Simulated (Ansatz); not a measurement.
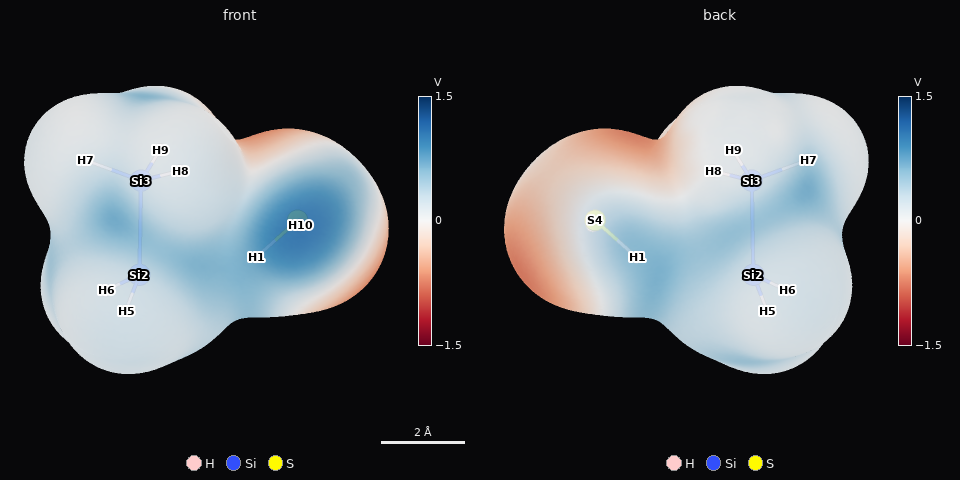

The picture shows: H2S···H5Si2 (doublet). The electrostatic potential painted on the density surface at 0.001 e/bohr³, seen from the front and from behind; red is negative and blue positive.

The product side of a reaction path; geometry: PBE0-D4/def2-TZVP.

Computed with UKS PBE0-D4/def2-TZVPP in Ansatz.

The calculation's input:

```
crystal:
  periodic: [false, false, false]
  atoms:
    - {symbol: H, position_ang: [-1.151772, -1.025530, -1.488969]}
    - {symbol: Si, position_ang: [0.479291, 1.257906, -0.812609]}
    - {symbol: Si, position_ang: [0.818737, 0.063700, 1.155450]}
    - {symbol: S, position_ang: [-1.665070, -2.181501, -1.024229]}
    - {symbol: H, position_ang: [-0.257534, 2.540822, -0.649398]}
    - {symbol: H, position_ang: [1.699119, 1.471722, -1.637666]}
    - {symbol: H, position_ang: [1.699896, 0.809467, 2.098330]}
    - {symbol: H, position_ang: [-0.494731, -0.161369, 1.811724]}
    - {symbol: H, position_ang: [1.452523, -1.239112, 0.832830]}
    - {symbol: H, position_ang: [-2.580560, -1.536207, -0.285461]}
basis:
  gaussian: {orbitals: def2-TZVPP}
magnetization: {spin_polarized: true, initial_magnetization: 1}
hamiltonian: {xc: pbe0, dispersion: d4}
output: {orbitals: {seedname: orbitals}}
```

Command:

```sh
ansatz run in.yaml --threads 4 --pin off --events-out ev --progress --plain --max-ram 9574MiB
```

Question: Where is the surface potential most negative and most positive?

Answer: The most negative region (about −0.7 V) lies over S4, the most positive (about +1.1 V) over H10.
